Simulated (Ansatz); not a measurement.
Molecular dynamics, with input and output: AlN2H7F2 (part 4 of 4)

Continued. System: AlN2H7F2. Method: UKS CAM-B3LYP-D4/6-31G (Ansatz 0.2.0). It belongs to a series of runs on one base structure; here: dynamics from the highest image of the converged band.

Geometry of the input (Å):
```
Al -0.4421  -0.1518  -0.5597
H  0.1595  0.2186  -2.3467
F  -0.6251  -1.8541  -0.7445
F  -1.7914  0.9200  -0.5679
H  0.0234  -0.1153  2.0454
N  -0.7577  -0.4053  1.4645
H  0.9612  0.5059  -1.7082
N  1.3507  0.5878  -0.4505
H  -0.9488  -1.3999  1.5728
H  -1.5898  0.1491  1.6594
H  2.1518  0.0016  -0.2276
H  1.5081  1.5430  -0.1370
```

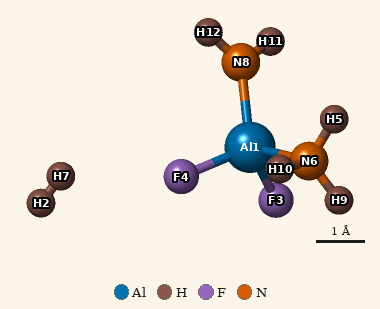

Fig. 1: The geometry at step 116 of the log (ball-and-stick view, seen at a tilt; atoms are numbered from 1 in the order of the input).

**Results in brief**

- outcome: finished
- mean temperature over the second half: 1012 K
- trajectory: 116 steps, 58 fs
- ensemble: nve
- temperature in the input: 300.0 K
- time step: 0.5 fs
- potential energy (last step): −15124.5908 eV
- mean-field energy (last step): −15124.4487 eV
- largest force (length of the vector) (last step): 3.075 eV/Å
- wall time: 9.8 min (CPU time 19 min)
- peak memory: 0.24 GiB

So short a trajectory is not equilibrated.
